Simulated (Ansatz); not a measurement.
# ZrO (triplet): wB97M-V over vertical spin and charge gaps, def2-QZVPP

Aim: run ZrO (triplet) with these functionals over vertical spin and charge gaps, and hold them against the top wave-function level at the same points.

Method: def2-QZVPP, all electrons in the functionals; program: Ansatz 0.2.0, Gaussian basis.

The runs, in order: wB97M-V, at charge 0, triplet; charge 0, singlet; charge 0, quintet; charge 1, doublet; charge 1, quartet.

7 further runs of the same task are left out: 1 that didn't finish, 6 set aside as unsound or not needed.

## 1. The system

The geometry is a PBE0/def2-TZVP stationary point (not a proven minimum). No spin-orbit coupling is included. Elements past krypton take def2 core potentials.

2 atoms, charge 0, spin multiplicity 3.

Atoms are counted from 1 here; the program's logs count them from 0.

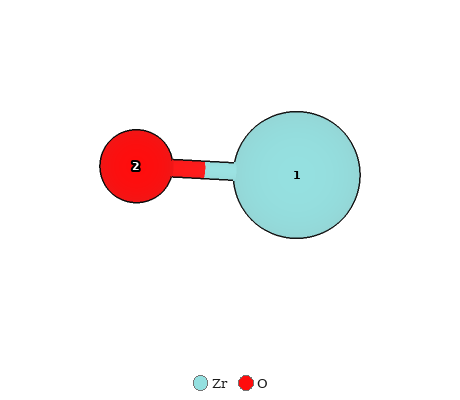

The structure; zirconium light teal, oxygen red; atoms are numbered from 1 in the order of the file.

Coordinates:

```xyz
2
charge 0, multiplicity 3
Zr    0.0000    0.0000    0.0000
O     0.0000    0.0000    1.7230
```

No dispersion term is added; wB97M-V holds VV10 nonlocal correlation.

The geometry shown and the zero of energy belong to the point charge 0, triplet. The yardstick, UCCSD(T), and other wave-function levels (R restricted, U unrestricted, valence and pair active spaces) come from earlier runs.

## 2. wB97M-V, charge 0, triplet

in.yaml reads:

```yaml
crystal:
  periodic: [false, false, false]
  atoms:
    - {symbol: Zr, position_ang: [0.000000, 0.000000, 0.000000]}
    - {symbol: O, position_ang: [0.000000, 0.000000, 1.723000]}
basis:
  gaussian: {orbitals: "def2-QZVPP.json"}
magnetization: {spin_polarized: true, initial_magnetization: 2}
hamiltonian: {xc: {name: wB97M-V}}
output: {orbitals: {seedname: orbitals}}
```

The run is started by

```console
$ ansatz run in.yaml --threads 2 --pin off --events-out ev --progress --plain --max-ram 24576MiB --backend cuda --devices 0, --max-vram 18GiB
```

What it wrote, shortened:

```text
Functional definition: wB97M-V
  name "wB97M-V"
  cite "Mardirossian & Head-Gordon, J. Chem. Phys. 144, 214110 (2016) doi:10.1063/1.4952647"
  cite "Becke, J. Chem. Phys. 107, 8554 (1997) doi:10.1063/1.475007"
  cite "Vydrov & Van Voorhis, J. Chem. Phys. 133, 244103 (2010) doi:10.1063/1.3521275"
  # Of w^i u^j: cxij and so on, Table III.
[...]
  gx(w, u) = 1 - cx + cx01*u + cx10*w
  gss(w, u) = css00 + css04*u^4 + css10*w + css20*w^2 + css43*w^4*u^3
  gos(w, u) = cos00 + cos10*w + (cos20 + cos21*u)*w^2 + (cos60 + cos61*u)*w^6
[...]
      + integral(e_c_pw_mod_opposite_spin*gos(b97_w_opposite, b97_u_opposite)) + vv10(b, c)
the host takes the grids with the factors
568 factors; their error is unknown
148 factors; integrals over basis functions are off by at most 5.3e-5 eV
[...]
mean field -3324.60916864 eV, -122.1771334465 hartree, gradient 4.9e-5 eV, S^2 2.004362; 2 other end points of the search recorded, 0 dependent functions left out
reference -3324.60921176 eV, -122.1771350311 hartree; 11, 9 occupied and 127, 129 virtual orbitals, 568 factors
Total energy: -3324.60921176 eV, -122.1771350311 hartree
```

Wall time 47 s (1 × H100 (card shared with other runs) with 2 threads of AMD EPYC 7R13, shared host); peak host memory 1 GiB.

From the report: ⟨S²⟩ of the determinant 2.004 (pure triplet: 2.00).

## 3. wB97M-V, charge 0, singlet

Edit in.yaml of step 2 so:

```diff
@@ -7,3 +7,3 @@
   gaussian: {orbitals: "def2-QZVPP.json"}
-magnetization: {spin_polarized: true, initial_magnetization: 2}
+magnetization: {spin_polarized: true, initial_magnetization: 0}
 hamiltonian: {xc: {name: wB97M-V}}
```

The command is unchanged.

What it wrote, shortened:

```text
Functional definition: wB97M-V
  name "wB97M-V"
  cite "Mardirossian & Head-Gordon, J. Chem. Phys. 144, 214110 (2016) doi:10.1063/1.4952647"
  cite "Becke, J. Chem. Phys. 107, 8554 (1997) doi:10.1063/1.475007"
  cite "Vydrov & Van Voorhis, J. Chem. Phys. 133, 244103 (2010) doi:10.1063/1.3521275"
  # Of w^i u^j: cxij and so on, Table III.
[...]
  gx(w, u) = 1 - cx + cx01*u + cx10*w
  gss(w, u) = css00 + css04*u^4 + css10*w + css20*w^2 + css43*w^4*u^3
  gos(w, u) = cos00 + cos10*w + (cos20 + cos21*u)*w^2 + (cos60 + cos61*u)*w^6
[...]
      + integral(e_c_pw_mod_opposite_spin*gos(b97_w_opposite, b97_u_opposite)) + vv10(b, c)
568 factors; their error is unknown
148 factors; integrals over basis functions are off by at most 5.3e-5 eV
[...]
mean field -3324.77934468 eV, -122.1833873008 hartree, gradient 1.6e-5 eV, S^2 0.433155; 10 other end points of the search recorded, 0 dependent functions left out
reference -3324.77938787 eV, -122.1833888877 hartree; 10, 10 occupied and 128, 128 virtual orbitals, 568 factors
Total energy: -3324.77938787 eV, -122.1833888877 hartree
```

It took 26 s on 1 × H100 (card shared with other runs) with 2 threads of AMD EPYC 7R13, shared host; peak host memory 0.94 GiB.

From the report: ⟨S²⟩ of the determinant 0.433 (pure singlet: 0.00).

From charge 0, triplet: -3.9 kcal/mol.

## 4. wB97M-V, charge 0, quintet

Edit in.yaml of step 3 so:

```diff
@@ -7,3 +7,3 @@
   gaussian: {orbitals: "def2-QZVPP.json"}
-magnetization: {spin_polarized: true, initial_magnetization: 0}
+magnetization: {spin_polarized: true, initial_magnetization: 4}
 hamiltonian: {xc: {name: wB97M-V}}
```

The command is unchanged.

What it wrote, shortened:

```text
Functional definition: wB97M-V
  name "wB97M-V"
  cite "Mardirossian & Head-Gordon, J. Chem. Phys. 144, 214110 (2016) doi:10.1063/1.4952647"
  cite "Becke, J. Chem. Phys. 107, 8554 (1997) doi:10.1063/1.475007"
  cite "Vydrov & Van Voorhis, J. Chem. Phys. 133, 244103 (2010) doi:10.1063/1.3521275"
  # Of w^i u^j: cxij and so on, Table III.
[...]
  gx(w, u) = 1 - cx + cx01*u + cx10*w
  gss(w, u) = css00 + css04*u^4 + css10*w + css20*w^2 + css43*w^4*u^3
  gos(w, u) = cos00 + cos10*w + (cos20 + cos21*u)*w^2 + (cos60 + cos61*u)*w^6
[...]
      + integral(e_c_pw_mod_opposite_spin*gos(b97_w_opposite, b97_u_opposite)) + vv10(b, c)
568 factors; their error is unknown
148 factors; integrals over basis functions are off by at most 5.3e-5 eV
[...]
mean field -3320.08362020 eV, -122.0108226089 hartree, gradient 3.8e-6 eV, S^2 6.003289; 2 other end points of the search recorded, 0 dependent functions left out
reference -3320.08365931 eV, -122.0108240461 hartree; 12, 8 occupied and 126, 130 virtual orbitals, 568 factors
Total energy: -3320.08365931 eV, -122.0108240461 hartree
```

Wall time 14 s (1 × H100 (card shared with other runs) with 2 threads of AMD EPYC 7R13, shared host); peak host memory 0.94 GiB.

From the report: ⟨S²⟩ of the determinant 6.003 (pure quintet: 6.00).

From charge 0, triplet: +104.4 kcal/mol.

## 5. wB97M-V, charge 1, doublet

Edit in.yaml of step 4 so:

```diff
@@ -7,3 +7,4 @@
   gaussian: {orbitals: "def2-QZVPP.json"}
-magnetization: {spin_polarized: true, initial_magnetization: 4}
+total_charge: 1
+magnetization: {spin_polarized: true, initial_magnetization: 1}
 hamiltonian: {xc: {name: wB97M-V}}
```

Same command.

What it wrote, shortened:

```text
Functional definition: wB97M-V
  name "wB97M-V"
  cite "Mardirossian & Head-Gordon, J. Chem. Phys. 144, 214110 (2016) doi:10.1063/1.4952647"
  cite "Becke, J. Chem. Phys. 107, 8554 (1997) doi:10.1063/1.475007"
  cite "Vydrov & Van Voorhis, J. Chem. Phys. 133, 244103 (2010) doi:10.1063/1.3521275"
  # Of w^i u^j: cxij and so on, Table III.
[...]
  gx(w, u) = 1 - cx + cx01*u + cx10*w
  gss(w, u) = css00 + css04*u^4 + css10*w + css20*w^2 + css43*w^4*u^3
  gos(w, u) = cos00 + cos10*w + (cos20 + cos21*u)*w^2 + (cos60 + cos61*u)*w^6
[...]
      + integral(e_c_pw_mod_opposite_spin*gos(b97_w_opposite, b97_u_opposite)) + vv10(b, c)
568 factors; their error is unknown
148 factors; integrals over basis functions are off by at most 5.3e-5 eV
[...]
mean field -3317.98127807 eV, -121.9335629607 hartree, gradient 4.3e-6 eV, S^2 0.753546; 1 other end points of the search recorded, 0 dependent functions left out
reference -3317.98132247 eV, -121.9335645922 hartree; 10, 9 occupied and 128, 129 virtual orbitals, 568 factors
Total energy: -3317.98132247 eV, -121.9335645922 hartree
```

Run time: 12 s. Hardware: 1 × H100 (card shared with other runs) with 2 threads of AMD EPYC 7R13, shared host; peak host memory 0.94 GiB.

From the report: ⟨S²⟩ of the determinant 0.754 (pure doublet: 0.75).

From charge 0, triplet: +152.8 kcal/mol.

## 6. wB97M-V, charge 1, quartet

Edit in.yaml of step 5 so:

```diff
@@ -8,3 +8,3 @@
 total_charge: 1
-magnetization: {spin_polarized: true, initial_magnetization: 1}
+magnetization: {spin_polarized: true, initial_magnetization: 3}
 hamiltonian: {xc: {name: wB97M-V}}
```

The command is unchanged.

What it wrote, shortened:

```text
Functional definition: wB97M-V
  name "wB97M-V"
  cite "Mardirossian & Head-Gordon, J. Chem. Phys. 144, 214110 (2016) doi:10.1063/1.4952647"
  cite "Becke, J. Chem. Phys. 107, 8554 (1997) doi:10.1063/1.475007"
  cite "Vydrov & Van Voorhis, J. Chem. Phys. 133, 244103 (2010) doi:10.1063/1.3521275"
  # Of w^i u^j: cxij and so on, Table III.
[...]
  gx(w, u) = 1 - cx + cx01*u + cx10*w
  gss(w, u) = css00 + css04*u^4 + css10*w + css20*w^2 + css43*w^4*u^3
  gos(w, u) = cos00 + cos10*w + (cos20 + cos21*u)*w^2 + (cos60 + cos61*u)*w^6
[...]
      + integral(e_c_pw_mod_opposite_spin*gos(b97_w_opposite, b97_u_opposite)) + vv10(b, c)
568 factors; their error is unknown
148 factors; integrals over basis functions are off by at most 5.3e-5 eV
[...]
mean field -3313.98683589 eV, -121.7867699181 hartree, gradient 8.9e-6 eV, S^2 3.753121; 6 other end points of the search recorded, 0 dependent functions left out
reference -3313.98688007 eV, -121.7867715416 hartree; 11, 8 occupied and 127, 130 virtual orbitals, 568 factors
Total energy: -3313.98688007 eV, -121.7867715416 hartree
```

Wall time 14 s (1 × H100 (card shared with other runs) with 2 threads of AMD EPYC 7R13, shared host); peak host memory 0.94 GiB.

From the report: ⟨S²⟩ of the determinant 3.753 (pure quartet: 3.75).

From charge 0, triplet: +245.0 kcal/mol.

## 7. The comparison

No level is safe as a reference over these points; UCCSD(T) serves as a yardstick only. It comes from earlier runs at the same points. Energies in kcal/mol, counted from charge 0, triplet; blanks weren't run or aren't comparable.

```
   level  triplet to singlet  triplet to quintet  ionisation to the doublet cation  ionisation to the quartet cation
UCCSD(T)                                   113.5                             149.5                             249.8
 wB97M-V                -3.9               104.4                             152.8                             245.0
```

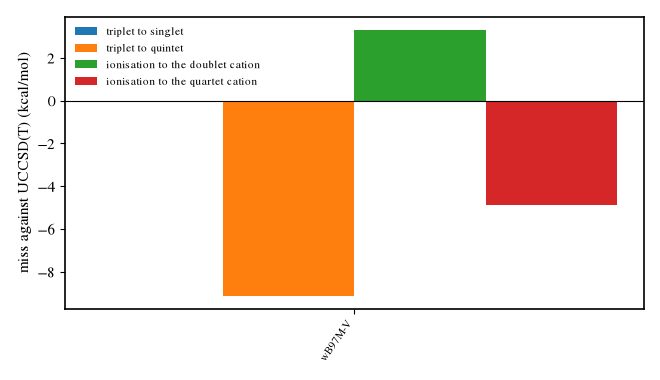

Misses of the gaps against UCCSD(T).

Largest miss and mean time a point (UCCSD(T) took 52 s a point; shared hosts):

```csv
level,largest miss (kcal/mol),where,time a point
wB97M-V,-9.1,triplet to quintet,22 s
```

## 8. What came out

| quantity | value |
| --- | --- |
| triplet to quintet, UCCSD(T) | 113.5 kcal/mol |
| ionisation to the doublet cation, UCCSD(T) | 149.5 kcal/mol |
| ionisation to the quartet cation, UCCSD(T) | 249.8 kcal/mol |
| largest miss, wB97M-V | -9.1 kcal/mol (triplet to quintet) |

In words: Misses are known at 3 of 4 points at best, and only functionals with that many are ranked. wB97M-V strays by up to 9.1 kcal/mol, at triplet to quintet. wB97M-V clearly breaks the spin symmetry at some points (⟨S²⟩ up to 0.43 above the pure value), so energy there is bought with a mixed spin. Functionals and the yardstick converge differently with the basis, so part of each miss in def2-QZVPP is the basis. The yardstick itself may be off where one determinant is a poor start.
